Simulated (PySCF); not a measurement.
# C₂H₃BF₂S: NMR shifts at several levels of theory

How much do the NMR shifts of C₂H₃BF₂S (`FB(F)[C@@H]1CS1`) depend on the level of theory, and what does each level cost?

Computed with PySCF 2.14.0, with density-fitted response routines of our own, on a single molecule in the gas phase. Atoms count from 0, in the outputs and in this text.

## 1. Starting geometry

9 atoms, charge 0, multiplicity 1; geometry from: GFN2-xTB.

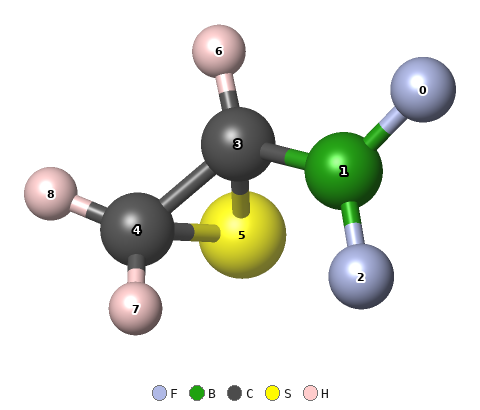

The starting geometry (fluorine light blue, boron green, carbon dark grey, sulfur yellow, hydrogen pink), atoms numbered.

## 2. Geometry optimisation at PBE0-D3(BJ)/def2-SVP

What the job is given:

```
{"job": {"xc": "PBE0", "basis": "def2-SVP", "d3": "d3bj", "grid": 1, "kind": "geom"}, "charge": 0, "multiplicity": 1}
F      2.299467     1.181137    -0.084383
B      1.375170     0.253746    -0.219330
F      1.801657    -0.882641    -0.726448
C     -0.112199     0.498334     0.177606
C     -1.099361    -0.618796     0.244471
S     -1.265198     0.363544    -1.242496
H     -0.333581     1.369791     0.786184
H     -0.738836    -1.626993     0.088297
H     -1.913558    -0.532128     0.950920
```

What it wrote:

```text
step   0  E = -700.05297963  max force = 0.008481
step   1  E = -700.05337600  max force = 0.004582
step   2  E = -700.05394968  max force = 0.004718
step   3  E = -700.05421019  max force = 0.003090
step   4  E = -700.05431546  max force = 0.001507
step   5  E = -700.05434290  max force = 0.000716
step   6  E = -700.05435722  max force = 0.000518
step   7  E = -700.05435725  max force = 0.000323
optimisation converged
```

Wall time 48 s (1 thread, shared host).

Relaxation path:

```
step  energy from step 0 (eV)  largest force component (eV/Å)
   0                   0.0000                          0.4361
   1                  -0.0108                          0.2356
   2                  -0.0264                          0.2426
   3                  -0.0335                          0.1589
   4                  -0.0363                          0.0775
   5                  -0.0371                          0.0368
   6                  -0.0375                          0.0266
   7                  -0.0375                          0.0166
```

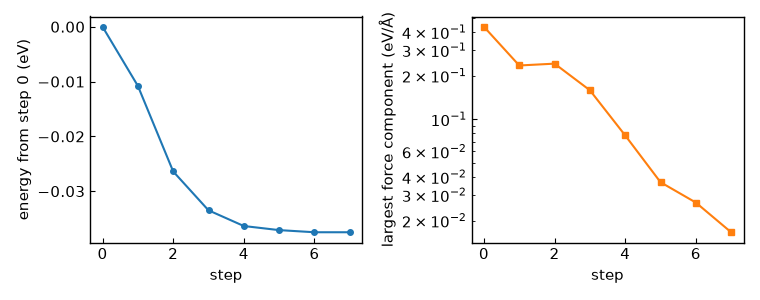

Energy and force, step by step.

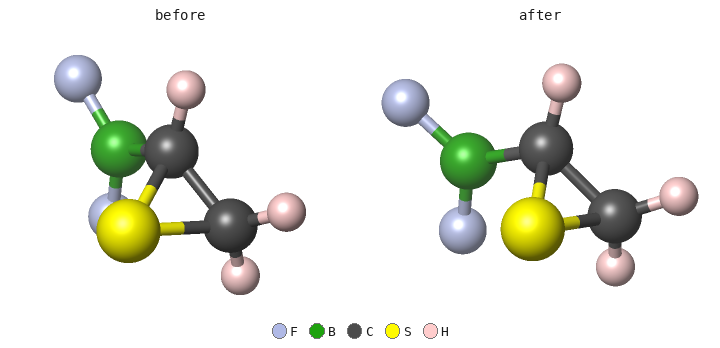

The geometry before (left) and after (right).

Distances of close pairs at the start and the end, largest changes first:

| bond | before (Å) | after (Å) | change (Å) |
| --- | --- | --- | --- |
| C4–S5 | 1.790 | 1.803 | +0.013 |
| C4–H8 | 1.081 | 1.094 | +0.013 |
| C4–H7 | 1.082 | 1.095 | +0.013 |
| C3–C4 | 1.492 | 1.481 | -0.011 |
| C3–H6 | 1.086 | 1.095 | +0.009 |
| C3–S5 | 1.834 | 1.840 | +0.006 |
| B1–C3 | 1.559 | 1.553 | -0.006 |
| B1–F2 | 1.315 | 1.320 | +0.005 |

The final coordinates are the input of the step that follows.

| at the end point | value |
| --- | --- |
| point group (found at 0.08 Å tolerance) | C1 |
| rotational constants (GHz, main isotopes) | 5.359, 1.927, 1.752 |
| dipole moment (D) | 2.22 |

## 3. Shielding tensors: WP04/pcSseg-2

What the job is given:

```
{"job": {"kind": "nmr", "xc": "WP04", "basis": "pcSseg-2", "pop": false}, "charge": 0, "multiplicity": 1}
F      1.884129     1.461791    -0.930895
B      1.171923     0.391132    -0.634946
F      1.564876    -0.762578    -1.142525
C     -0.085089     0.491660     0.270748
C     -0.868492    -0.731139     0.561453
S     -1.550751     0.221191    -0.809079
H     -0.190585     1.345726     0.948203
H     -0.435036    -1.699277     0.290366
H     -1.477222    -0.735315     1.470720
```

Method: GIAO WP04/pcSseg-2 NMR shielding, non-relativistic, gas phase.

What it wrote:

```text
coarse grid: 8920 points
cycle   1  E = -710.6660500586  dE =  7.418e-01  |g| = 1.112e+00  |ddm| = 2.121e+00
cycle   2  E = -710.4060324837  dE =  2.600e-01  |g| = 1.733e+00  |ddm| = 1.183e+00
cycle   3  E = -710.8409333936  dE = -4.349e-01  |g| = 1.320e-01  |ddm| = 7.424e-01
cycle   4  E = -710.8439564441  dE = -3.023e-03  |g| = 5.017e-02  |ddm| = 1.429e-01
cycle   5  E = -710.8444843432  dE = -5.279e-04  |g| = 1.670e-02  |ddm| = 4.610e-02
cycle   6  E = -710.8445383346  dE = -5.399e-05  |g| = 6.815e-03  |ddm| = 1.903e-02
cycle   7  E = -710.8445504834  dE = -1.215e-05  |g| = 1.604e-03  |ddm| = 6.439e-03
cycle   8  E = -710.8445510272  dE = -5.439e-07  |g| = 6.346e-04  |ddm| = 1.652e-03
final grid: 84696 points
cycle   9  E = -710.8459701878  dE = -2.108e-04  |g| = 8.118e-03  |ddm| = 5.120e-02
cycle  10  E = -710.8459422289  dE =  2.796e-05  |g| = 1.309e-02  |ddm| = 1.264e-02
cycle  11  E = -710.8459835064  dE = -4.128e-05  |g| = 1.838e-03  |ddm| = 1.035e-02
cycle  12  E = -710.8459843794  dE = -8.730e-07  |g| = 7.448e-04  |ddm| = 2.419e-03
cycle  13  E = -710.8459844876  dE = -1.082e-07  |g| = 2.092e-04  |ddm| = 5.587e-04
cycle  14  E = -710.8459844960  dE = -8.311e-09  |g| = 5.901e-05  |ddm| = 2.257e-04
cycle  15  E = -710.8459844967  dE = -7.378e-10  |g| = 8.289e-06  |ddm| = 4.884e-05
converged SCF energy = -710.8459844967

GIAO shielding tensors (ppm)
atom      isotropic    diamagn.    paramagn.     s11        s22        s33       span
  0 F      271.151     469.566    -198.414    115.355    317.085    381.014    265.658
  1 B       68.934     193.519    -124.585     45.769     72.747     88.286     42.517
  2 F      294.196     471.269    -177.072    157.633    333.632    391.324    233.690
  3 C      154.138     247.413     -93.276    116.140    163.633    182.639     66.499
  4 C      142.462     248.366    -105.904    114.497    150.048    162.842     48.345
  5 S      629.412    1058.978    -429.566    123.334    679.812   1085.091    961.758
  6 H       29.540      29.810      -0.269     23.705     26.116     38.800     15.095
  7 H       28.969      30.428      -1.458     23.143     26.259     37.507     14.364
  8 H       28.998      28.948       0.050     23.439     25.177     38.377     14.938
```

Run time: 51 s. Hardware: 1 thread, shared host.

The references, computed at this level on geometries of the same kind, shield at (ppm): ¹H TMS 31.61, ¹³C TMS 172.1, ¹⁹F CFCl3 177.3, ¹¹B BF3·OEt2 94.2, ³³S CS2 469. Their shielding less the atom's gives the shift. The references are single molecules in the gas phase, so shifts against H2O, NH3, PH3, H3PO4 or CFCl3 are not on the usual liquid scales and can be off by tens of ppm. Atoms listed in one row are averaged.

```
 atoms                         environment  σ (ppm)  δ (ppm)
    C4                thiirane ring carbon    142.5     29.6
    C3                thiirane ring carbon    154.1     18.0
    H7  hydrogen on a thiirane ring carbon    28.97     2.64
    H8  hydrogen on a thiirane ring carbon    29.00     2.61
    H6  hydrogen on a thiirane ring carbon    29.54     2.07
F0, F2                fluorine bonded to B    282.7   -105.3
    B1              boron bonded to C, 2 F     68.9     25.3
    S5                      sulfide sulfur      629     -161
```

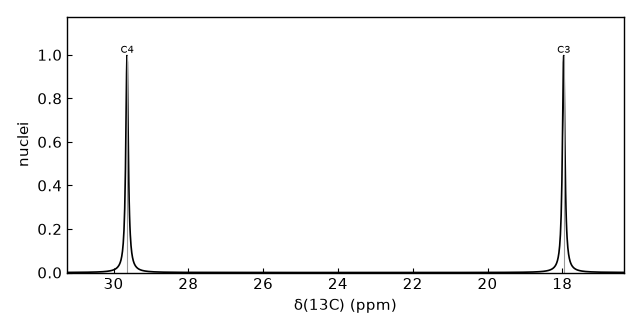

¹³C lines at the computed shifts, without couplings. Lines are broadened to a width of 0.08 ppm (Lorentzian).

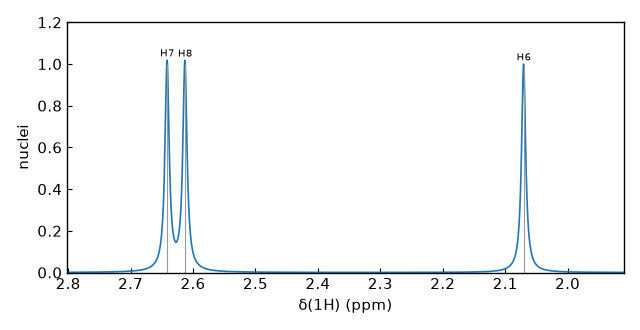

¹H lines at the computed shifts, without couplings. Lines are broadened to a width of 0.01 ppm (Lorentzian).

Ring of atoms C3, C4, S5: NICS(0) -49.7, NICS(1) -8.8, NICS(1)zz -25.7 ppm (means of both faces).

In rings of three or four atoms NICS is ruled by the nearby σ bonds, so it says little on aromaticity.

## 4. Nuclear shieldings: B97-2/pcSseg-2

Settings changed since step 3:

```diff
@@ -1,2 +1,2 @@
-{"job": {"kind": "nmr", "xc": "WP04", "basis": "pcSseg-2", "pop": false}, "charge": 0, "multiplicity": 1}
+{"job": {"kind": "nmr", "xc": "B97-2", "basis": "pcSseg-2", "pop": false}, "charge": 0, "multiplicity": 1}
 F      1.884129     1.461791    -0.930895
```

Method: GIAO B97-2/pcSseg-2 NMR shielding, non-relativistic, gas phase.

What it wrote:

```text
coarse grid: 8920 points
cycle   1  E = -700.8631468873  dE =  7.614e-01  |g| = 6.865e-01  |ddm| = 2.185e+00
cycle   2  E = -700.7879408764  dE =  7.521e-02  |g| = 1.016e+00  |ddm| = 7.331e-01
cycle   3  E = -700.9357171508  dE = -1.478e-01  |g| = 5.772e-02  |ddm| = 4.141e-01
cycle   4  E = -700.9362240182  dE = -5.069e-04  |g| = 3.571e-02  |ddm| = 6.966e-02
cycle   5  E = -700.9365126163  dE = -2.886e-04  |g| = 9.130e-03  |ddm| = 2.959e-02
cycle   6  E = -700.9365337120  dE = -2.110e-05  |g| = 3.176e-03  |ddm| = 1.282e-02
cycle   7  E = -700.9365360764  dE = -2.364e-06  |g| = 6.346e-04  |ddm| = 3.311e-03
final grid: 84696 points
cycle   8  E = -700.9347028951  dE = -1.460e-04  |g| = 1.177e-02  |ddm| = 4.442e-02
cycle   9  E = -700.9346872547  dE =  1.564e-05  |g| = 1.563e-02  |ddm| = 9.408e-03
cycle  10  E = -700.9347199689  dE = -3.271e-05  |g| = 8.667e-04  |ddm| = 5.567e-03
cycle  11  E = -700.9347200643  dE = -9.543e-08  |g| = 3.485e-04  |ddm| = 8.701e-04
cycle  12  E = -700.9347200910  dE = -2.668e-08  |g| = 1.132e-04  |ddm| = 3.905e-04
cycle  13  E = -700.9347200937  dE = -2.740e-09  |g| = 3.299e-05  |ddm| = 1.157e-04
cycle  14  E = -700.9347200940  dE = -3.051e-10  |g| = 7.505e-06  |ddm| = 3.684e-05
converged SCF energy = -700.9347200940

GIAO shielding tensors (ppm)
atom      isotropic    diamagn.    paramagn.     s11        s22        s33       span
  0 F      262.647     466.724    -204.077    102.931    307.481    377.530    274.600
  1 B       75.951     193.107    -117.156     54.687     79.499     93.667     38.980
  2 F      289.725     468.488    -178.763    151.282    326.623    391.270    239.988
  3 C      168.390     249.985     -81.595    131.941    176.967    196.262     64.321
  4 C      157.204     248.732     -91.528    130.377    163.883    177.351     46.974
  5 S      704.861    1055.553    -350.692    227.902    762.893   1123.787    895.884
  6 H       29.300      29.719      -0.418     23.165     25.476     39.260     16.095
  7 H       28.743      30.174      -1.430     22.641     25.667     37.922     15.280
  8 H       28.731      28.755      -0.024     22.773     24.620     38.800     16.027
```

Run time: 46 s. Hardware: 1 thread, shared host.

In short: δ C4 26.3, C3 15.1, F0 -98.8, B1 24.2, H8 2.63, H7 2.62 ppm (means over like atoms).

[end of part 1 of 2]
